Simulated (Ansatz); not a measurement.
Molecular dynamics, with input and output: C2H7ClGe (part 3 of 3)

The same run, continued: C2H7ClGe; RKS PBE-D4/def2-SVP (Ansatz 0.2.0). It belongs to a series of runs on one base structure; here: dynamics from the last frame of an earlier run.

Geometry of the input (Å):
```
Ge 0.0133  0.0897  0.0010
C  0.0698  -0.0992  1.9754
H  -0.8776  -0.8560  2.2306
H  0.9910  -0.5398  2.2809
H  -0.1177  0.9491  2.2629
C  1.9818  0.0301  -0.5863
H  2.5567  -0.8009  -1.2100
H  2.0623  0.9831  -1.1445
H  2.6590  0.3820  0.3029
H  -0.6544  1.1922  -0.8527
Cl -1.0506  -1.7044  -0.7517
```

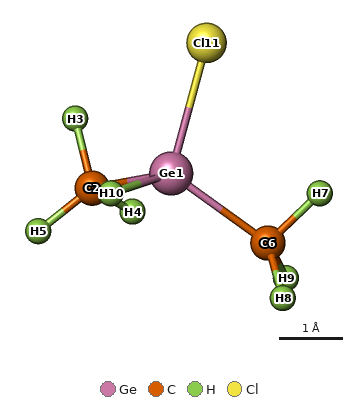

**Figure 1.** The geometry at step 92 of the log (ball-and-stick view, seen at a tilt; atoms are numbered from 1 in the order of the input).

## Trajectory as extended XYZ, continued
```
11
Properties=species:S:1:pos:R:3:forces:R:3 step=33 time_fs=8.2 energy=-71200.69600 temperature=778.0
Ge    0.0187    0.0695    0.0079    1.1601  -0.0070  -1.0531
C     0.0262   -0.0501    1.9972   -0.5982   1.7406  -0.7095
H    -0.7804   -0.7121    2.2474   -0.6183  -1.0734   0.3438
H     1.0122   -0.4473    2.1992    0.5994  -0.3793   0.5429
H    -0.1937    0.8917    2.5778    0.4542  -0.3258  -0.5520
C     1.9808    0.0608   -0.6456   -1.5546  -1.6437   0.3033
H     2.3492   -0.8554   -1.2326   -0.5861   1.1406   0.5593
H     2.0200    1.0129   -1.1683    0.5714   0.4081  -0.3592
H     2.4059    0.0717    0.3568    1.0260   0.2479   0.2528
H    -0.5597    1.2084   -0.8954   -0.3214   0.1324   0.5792
Cl   -1.0362   -1.6862   -0.7593   -0.1325  -0.2405   0.0925
11
Properties=species:S:1:pos:R:3:forces:R:3 step=42 time_fs=10.5 energy=-71200.46224 temperature=578.3
Ge    0.0225    0.0632    0.0083    0.8528   0.6001  -0.9603
C     0.0193   -0.0227    1.9935   -3.6345  -1.0509   0.1789
H    -0.8595   -0.8083    2.3091    2.0727   1.4519  -0.7023
H     0.9814   -0.4082    2.2124    1.4909  -0.9121   0.6238
H    -0.1639    0.8505    2.6536    0.0423   0.2881  -0.5384
C     1.9631    0.0755   -0.6525   -0.5807  -2.7782   1.2283
H     2.2861   -0.8877   -1.2627   -0.7087   1.7755   0.9368
H     2.0568    1.0074   -1.2173    0.5548   0.2919   0.0604
H     2.4215   -0.0242    0.3995    0.3314   0.6493  -1.4599
H    -0.5698    1.2419   -0.8479   -0.2875  -0.0314   0.5620
Cl   -1.0326   -1.6817   -0.7611   -0.1333  -0.2841   0.0708
11
Properties=species:S:1:pos:R:3:forces:R:3 step=50 time_fs=12.5 energy=-71200.49790 temperature=608.8
Ge    0.0263    0.0578    0.0081    0.6544   1.0828  -0.7117
C     0.0021   -0.0016    1.9907   -1.7312  -2.7417   0.7855
H    -0.8551   -0.8429    2.3388    2.1660   1.8944  -0.9150
H     1.0058   -0.4063    2.2474   -0.1352  -0.2938   0.0530
H    -0.1348    0.8244    2.6993   -0.2534   0.7663  -0.4085
C     1.9451    0.0797   -0.6547   -0.3241  -1.4609   1.3635
H     2.2026   -0.8493   -1.2545   -0.3289   0.7646   0.2949
H     2.1114    1.0130   -1.2584    0.2776  -0.4294   0.7184
H     2.4510   -0.0842    0.3847    0.0522   0.8673  -1.6908
H    -0.5905    1.2708   -0.7829   -0.2558  -0.1324   0.4626
Cl   -1.0296   -1.6781   -0.7626   -0.1217  -0.3171   0.0480
11
Properties=species:S:1:pos:R:3:forces:R:3 step=58 time_fs=14.5 energy=-71200.71182 temperature=792.2
Ge    0.0304    0.0531    0.0075    0.4781   1.4963  -0.3007
C    -0.0205    0.0113    1.9904    0.8224  -2.5468   1.1089
H    -0.7717   -0.8088    2.3350    0.9081   1.0317  -0.5647
H     1.0272   -0.4160    2.2847   -1.3011   0.2964  -0.4567
H    -0.1146    0.8257    2.7282   -0.3456   0.7004  -0.6072
C     1.9260    0.0796   -0.6526   -0.5530   0.9529   1.3530
H     2.1070   -0.7859   -1.2379    0.1873  -1.3857  -1.1412
H     2.1762    1.0036   -1.2732   -0.1154  -0.7278   0.9933
H     2.4839   -0.1122    0.3090    0.2442   0.7167  -0.6983
H    -0.6211    1.2948   -0.7005   -0.2206  -0.1853   0.2966
Cl   -1.0266   -1.6749   -0.7641   -0.1044  -0.3488   0.0170
11
Properties=species:S:1:pos:R:3:forces:R:3 step=67 time_fs=16.8 energy=-71200.64309 temperature=733.4
Ge    0.0354    0.0487    0.0067    0.1933   1.8340   0.3279
C    -0.0421    0.0174    1.9937    4.1524   1.1917  -0.0023
H    -0.6495   -0.7379    2.3115   -2.5877  -2.5373   0.9866
H     0.9965   -0.4145    2.3068   -1.0339   0.4494  -0.5705
H    -0.1077    0.8573    2.7318   -0.3959   0.2538  -0.9662
C     1.9023    0.0825   -0.6456   -0.7796   0.8191  -0.1511
H     2.0061   -0.7716   -1.2675    0.1775  -1.3824  -1.1497
H     2.2438    0.9632   -1.2474   -0.3945  -0.1462   0.5021
H     2.5350   -0.1134    0.1973    0.9051   0.0987   0.9886
H    -0.6654    1.3134   -0.5947   -0.1613  -0.2068   0.0682
Cl   -1.0235   -1.6716   -0.7657   -0.0754  -0.3741  -0.0338
11
Properties=species:S:1:pos:R:3:forces:R:3 step=75 time_fs=18.8 energy=-71200.68633 temperature=770.1
Ge    0.0399    0.0458    0.0062   -0.1955   1.9806   0.9033
C    -0.0488    0.0254    1.9971    2.7177   1.2644  -0.3693
H    -0.6289   -0.7592    2.3227   -2.5059  -2.0951   0.9068
H     0.9302   -0.3965    2.3048    0.4774   0.0626  -0.1860
H    -0.1177    0.8972    2.6974   -0.4741   0.0679  -0.8892
C     1.8788    0.0874   -0.6395   -0.0547  -1.8008  -1.1039
H     1.9240   -0.8103   -1.3365    0.1439   0.6063   0.3997
H     2.2890    0.9217   -1.2045   -0.3959   0.7983  -0.3516
H     2.6126   -0.1088    0.1301    0.4145  -0.2860   0.9133
H    -0.7113    1.3216   -0.4976   -0.0793  -0.2147  -0.1359
Cl   -1.0208   -1.6692   -0.7672   -0.0484  -0.3835  -0.0872
11
Properties=species:S:1:pos:R:3:forces:R:3 step=83 time_fs=20.8 energy=-71200.55730 temperature=659.6
Ge    0.0443    0.0440    0.0061   -0.6889   1.9867   1.3945
C    -0.0475    0.0366    1.9995   -1.2516  -1.8179   0.0517
H    -0.6964   -0.8507    2.3646    0.0859   1.4423  -0.4572
H     0.8827   -0.3771    2.2965    1.9889  -0.5094   0.4206
H    -0.1458    0.9407    2.6301   -0.5080   0.1801  -0.4783
C     1.8554    0.0869   -0.6366    1.6423  -2.8268  -0.9549
H     1.8481   -0.8300   -1.3932    0.3358   1.4759   1.1657
H     2.3185    0.9082   -1.1732   -0.5619   0.9952  -0.6470
H     2.7027   -0.1139    0.0952   -1.0360  -0.3200  -0.0361
H    -0.7602    1.3215   -0.4056    0.0251  -0.2174  -0.3182
Cl   -1.0181   -1.6672   -0.7688   -0.0316  -0.3887  -0.1408
11
Properties=species:S:1:pos:R:3:forces:R:3 step=92 time_fs=23.0 energy=-71200.36332 temperature=493.3
Ge    0.0488    0.0432    0.0069   -1.1905   1.8645   1.8326
C    -0.0497    0.0426    2.0024   -1.3301  -3.3151   0.3597
H    -0.7722   -0.8946    2.3935    1.2165   2.6092  -0.9054
H     0.9095   -0.3740    2.3041    0.8622  -0.0028   0.3634
H    -0.1998    0.9972    2.5328   -0.3550   0.0642  -0.1596
C     1.8355    0.0763   -0.6372    3.0424  -1.4621  -1.0487
H     1.7785   -0.7893   -1.4075    0.5328   0.9708   0.7853
H     2.3238    0.9338   -1.1641   -1.0775   0.1778  -0.1771
H     2.7578   -0.1342    0.0559   -1.8129  -0.3033  -0.3687
H    -0.8139    1.3116   -0.3168    0.1436  -0.1997  -0.4827
Cl   -1.0152   -1.6654   -0.7707   -0.0317  -0.4034  -0.1989
11
Properties=species:S:1:pos:R:3:forces:R:3 step=100 time_fs=25.0 energy=-71200.55475 temperature=657.4
Ge    0.0521    0.0435    0.0086   -1.4119   1.6411   2.0884
C    -0.0559    0.0372    2.0061    0.2184  -2.7472   0.5576
H    -0.7944   -0.8331    2.3845    1.0920   2.0066  -0.6874
H     0.9692   -0.3719    2.3252   -0.9026   0.7126   0.0269
H    -0.2618    1.0487    2.4385   -0.0033  -0.5152  -0.1333
C     1.8277    0.0620   -0.6411    2.7918   0.8855  -0.5452
H     1.7374   -0.7162   -1.3911    0.4911  -0.6586  -0.7421
H     2.2867    0.9659   -1.1644   -1.1838  -0.3790   0.1844
H     2.7375   -0.1648    0.0085   -1.2672  -0.3691   0.0830
H    -0.8560    1.2947   -0.2571    0.2244  -0.1502  -0.5875
Cl   -1.0126   -1.6643   -0.7727   -0.0491  -0.4266  -0.2447
11
Properties=species:S:1:pos:R:3:forces:R:3 step=108 time_fs=27.0 energy=-71200.65945 temperature=747.1
Ge    0.0548    0.0447    0.0115   -1.4189   1.2463   2.1682
C    -0.0613    0.0236    2.0113    2.3570   0.3246  -0.4424
H    -0.7804   -0.7012    2.3519   -0.8183  -0.5657   0.3816
H     0.9980   -0.3446    2.3482   -1.5541   0.8174  -0.0465
H    -0.3239    1.0809    2.3393    0.4066  -0.9731  -0.0515
C     1.8284    0.0503   -0.6469    0.8800   2.2636  -0.6283
H     1.7144   -0.6668   -1.4022    0.2966  -1.6623  -1.8311
H     2.2061    0.9855   -1.1587   -0.7365  -0.3190   0.2419
H     2.6726   -0.2102   -0.0337    0.4023  -0.6194   1.1369
H    -0.8896    1.2722   -0.2198    0.2698  -0.0604  -0.6515
Cl   -1.0100   -1.6637   -0.7749   -0.0844  -0.4521  -0.2773
11
Properties=species:S:1:pos:R:3:forces:R:3 step=117 time_fs=29.2 energy=-71200.66162 temperature=749.5
Ge    0.0568    0.0468    0.0160   -1.3284   0.5919   2.0185
C    -0.0581    0.0101    2.0149    3.1784   2.8352  -2.0002
H    -0.8104   -0.5843    2.3359   -2.7951  -2.6567   1.3412
H     0.9650   -0.2792    2.3738   -0.6774   0.2859   0.3372
H    -0.3751    1.0756    2.2265    0.6581  -0.6311   0.2453
C     1.8323    0.0446   -0.6565   -0.8304   0.2880  -2.1390
H     1.7035   -0.6755   -1.4857    0.4011  -0.1627  -0.1775
H     2.0844    0.9959   -1.1423    0.1586   0.3543   0.0345
H     2.6170   -0.2889   -0.0308    1.1028  -0.5079   1.2893
H    -0.9152    1.2445   -0.2076    0.2715   0.0784  -0.6600
Cl   -1.0073   -1.6636   -0.7778   -0.1393  -0.4751  -0.2893
11
Properties=species:S:1:pos:R:3:forces:R:3 step=125 time_fs=31.2 energy=-71200.72576 temperature=803.9
Ge    0.0579    0.0490    0.0212   -1.2010  -0.0595   1.7003
C    -0.0463    0.0063    2.0120   -2.0515   0.5474  -1.6375
H    -0.9293   -0.5715    2.3671    0.5863  -0.3791  -0.0026
H     0.9104   -0.2092    2.4111    1.2399  -0.3851   1.1170
H    -0.3953    1.0464    2.1359    0.5024   0.3109   0.5589
C     1.8337    0.0408   -0.6717   -0.1807  -1.8145  -1.8127
H     1.7096   -0.6941   -1.5716    0.4680   0.9207   1.1762
H     1.9807    1.0175   -1.1256    0.7831   0.6147   0.0002
H     2.6056   -0.3767    0.0189   -0.2100   0.5319  -0.2310
H    -0.9270    1.2228   -0.2233    0.2448   0.1945  -0.5914
Cl   -1.0050   -1.6640   -0.7806   -0.1815  -0.4819  -0.2774
11
Properties=species:S:1:pos:R:3:forces:R:3 step=133 time_fs=33.2 energy=-71200.41040 temperature=533.8
Ge    0.0583    0.0512    0.0273   -1.0031  -0.6067   1.2383
C    -0.0398    0.0045    2.0039   -3.5811  -0.9185  -0.7705
H    -1.0325   -0.5785    2.4010    2.5304   0.7339  -0.7709
H     0.8956   -0.1517    2.4881    0.9899  -0.4268   0.9574
H    -0.3969    1.0282    2.0663    0.1921   0.9755   0.7519
C     1.8344    0.0318   -0.6927    0.2763  -1.7244  -1.1086
H     1.7331   -0.6808   -1.6162    0.3637   0.9798   1.3085
H     1.9059    1.0592   -1.1075    1.0787  -0.0821   0.3196
H     2.5889   -0.4453    0.0620   -0.8760   1.2913  -1.2237
H    -0.9294    1.2084   -0.2614    0.2349   0.2500  -0.4575
Cl   -1.0029   -1.6650   -0.7838   -0.2057  -0.4719  -0.2444
11
Properties=species:S:1:pos:R:3:forces:R:3 step=142 time_fs=35.5 energy=-71200.46799 temperature=582.9
Ge    0.0582    0.0533    0.0349   -0.7521  -0.9335   0.5349
C    -0.0450   -0.0005    1.9924   -1.4791  -0.3879   0.9936
H    -1.0392   -0.5563    2.4058    2.4000   0.6850  -0.8159
H     0.9139   -0.1052    2.6109   -1.1488  -0.1953  -0.6284
H    -0.3888    1.0479    2.0219    0.1916   0.4770   0.7781
C     1.8360    0.0158   -0.7202   -0.1298   0.4005   0.1960
H     1.7754   -0.6259   -1.6133    0.1051  -0.0934  -0.1308
H     1.8707    1.1005   -1.0725    1.1752  -0.9182   0.5309
H     2.5340   -0.4660    0.0583   -0.4133   1.2077  -1.0196
H    -0.9211    1.2032   -0.3248    0.2712   0.2074  -0.2572
Cl   -1.0009   -1.6667   -0.7877   -0.2201  -0.4493  -0.1817
11
Properties=species:S:1:pos:R:3:forces:R:3 step=150 time_fs=37.5 energy=-71200.54983 temperature=652.9
Ge    0.0576    0.0546    0.0420   -0.5700  -0.9879  -0.1503
C    -0.0549   -0.0060    1.9850    1.0429   1.7844   1.2507
H    -0.9530   -0.5116    2.3793    0.1684  -0.4593  -0.0222
H     0.8914   -0.0729    2.6991   -1.6349  -0.2366  -1.4902
H    -0.3737    1.0845    2.0136    0.2727  -0.4298   0.6737
C     1.8369    0.0027   -0.7443   -1.2818   2.4289   1.0166
H     1.8178   -0.5798   -1.6152   -0.0557  -1.1984  -1.8112
H     1.8866    1.1036   -1.0213    1.0741  -0.8630   0.3331
H     2.4703   -0.4376    0.0167    0.8877   0.2731   0.3558
H    -0.9027    1.2069   -0.3918    0.3227   0.1030  -0.0540
Cl   -0.9993   -1.6687   -0.7914   -0.2258  -0.4144  -0.1022
```
